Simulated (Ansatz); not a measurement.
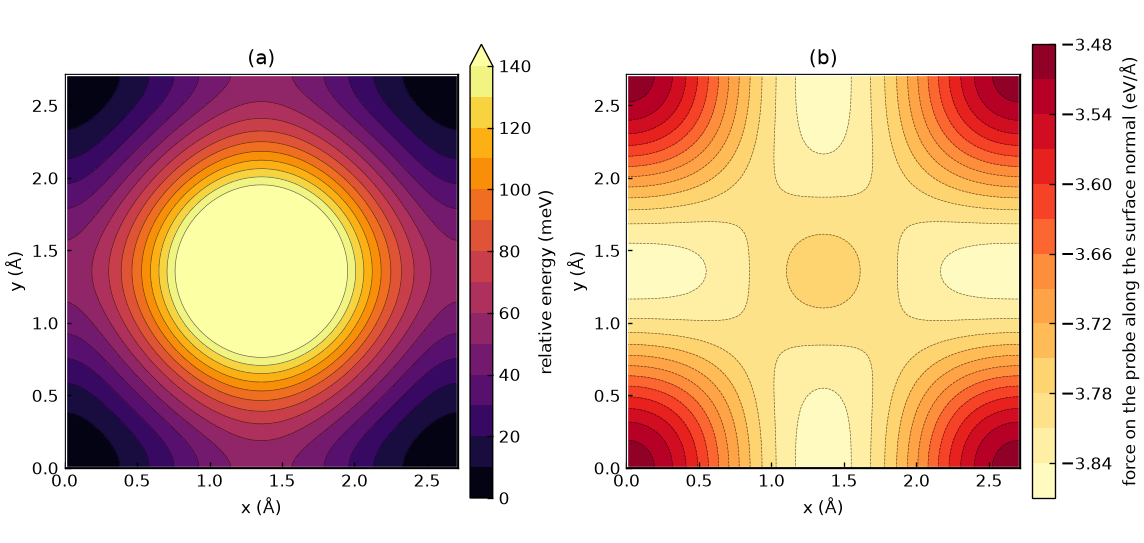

S on an Ir(100) slab cut from the Fm-3m phase, its upper half relaxed before the scan (12 atoms of substrate and one adsorbate in a 2 × 2 cell). 
- S is moved over the surface cell at a fixed height above a rigid substrate; the origin of the map has the adsorbate above Ir9; the height is held at 2.50 Å.
- Places are given modulo a cell vector. The map is drawn in real space over the plane of the surface.
- The scan uses a 6 × 6 grid; 10 points were computed and 26 follow by symmetry.
- Places are given in fractions of the 1 × 1 surface cell.
- All energies are given in meV relative to the lowest grid point.
- The runs have no spin polarisation, so an open-shell adsorbate far from the surface lies too high. At a fixed height the lowest place need not be the adsorption site.
- Level of theory: DFT PBE+D3(BJ), scalar-relativistic, plane waves, PAW (Ansatz). Settings: cutoff 420 eV, k-mesh 5×5×1, gaussian smearing 0.1 eV, no spin polarisation.

Panel (a) is the energy and panel (b) the computed force on the probe along the surface normal on the same grid.

In the figure: filled contours, the outline of one cell of the plane, one colour for all values above the top of the scale. Between grid points the surface is interpolated.

Q: How does the force on the probe along the surface normal vary over the map, and what is it at the lowest grid point?

A: It runs from −3.86 eV/Å at a bridge site between two Ir atoms, (0/6, 3/6) of the cell vectors to −3.49 eV/Å at the top site over a surface Ir atom, (0/6, 0/6) of the cell vectors. At the lowest grid point, the top site over a surface Ir atom, (0/6, 0/6) of the cell vectors, it is −3.49 eV/Å.

PAW datasets: the set soft_1.
